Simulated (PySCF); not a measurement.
B2H9NOSi2

Input

```
{"job": {"kind": "nmr", "xc": "PBE0", "basis": "pcSseg-1"}, "charge": 0, "multiplicity": 1}
B      2.715501    -1.029999    -0.188614
O      1.777098    -0.134920    -0.210158
B      0.831280     0.779310    -0.222896
N     -0.551160     0.413386    -0.204348
Si    -0.918859    -1.299405    -0.153060
Si    -1.796051     1.628532    -0.357428
H      3.147805    -1.453538    -1.205157
H      3.144512    -1.407432     0.847368
H      1.143901     1.915706    -0.251225
H     -2.369054    -1.399435     0.009522
H     -0.504952    -1.931167    -1.410638
H     -0.237220    -1.908429     0.991384
H     -2.949887     1.163096     0.412930
H     -2.143050     1.784830    -1.775984
H     -1.294278     2.887455     0.190736
```

Command:

```sh
OMP_NUM_THREADS=1 python probes_run.py task.json out
```

Geometry: GFN2-xTB.

Method: PBE0/pcSseg-1, SCF density, gas phase, non-relativistic in PySCF 2.14.0.

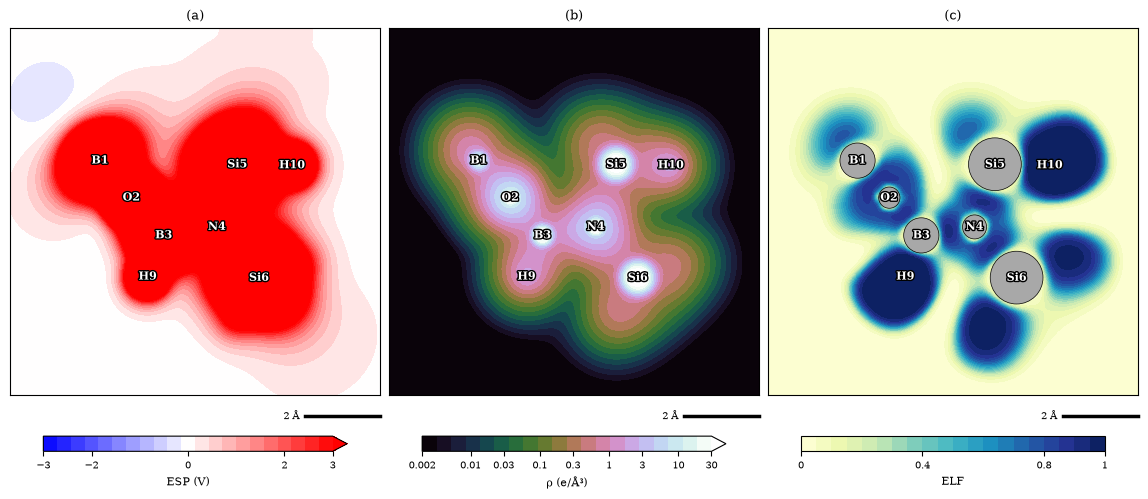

Figure 1. (a) electrostatic potential; (b) total electron density; (c) electron localisation function on the plane of atoms B3, N4 and Si6. Grey discs cover the atomic cores in the ELF map.

**Read the bonding off the picture.**

The section cuts through B, O, N, Si and H sites.
B–O (1.30 Å): ρ is about 2.3 e/Å³ halfway; the ELF peaks at about 0.90 between the atoms: a polar covalent bond.
B–N (1.43 Å): the density is about 1.8 e/Å³ at the midpoint; the ELF peaks at about 0.90 between the atoms (a polar covalent bond).
Si–N (1.75 Å): the density is about 1 e/Å³ at the midpoint; the ELF peaks at about 0.90 between the atoms: a shared but strongly polarised pair.
B–H (1.18 Å): ρ at the midpoint is about 1.3 e/Å³; the ELF climbs to about 1 towards the hydrogen, as it does in any bond to H; an ordinary covalent bond to hydrogen.
Si–H (1.46 Å): the density is about 0.81 e/Å³ at the midpoint; the ELF climbs to about 1 towards the hydrogen.
The potential has no marked negative region in this plane.

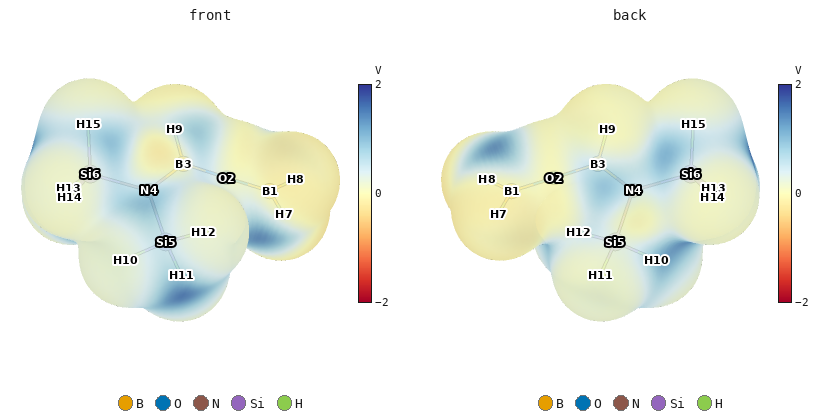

Figure 2. The molecular electrostatic potential painted on the density surface at 0.002 e/bohr³, seen from the front and from behind; red is negative and blue positive.

**Describe the electrostatic potential map.**

The most negative region (about −0.2 V) lies over N4, H7 and H8, the most positive (about +1.5 V) over B1, Si5 and Si6.
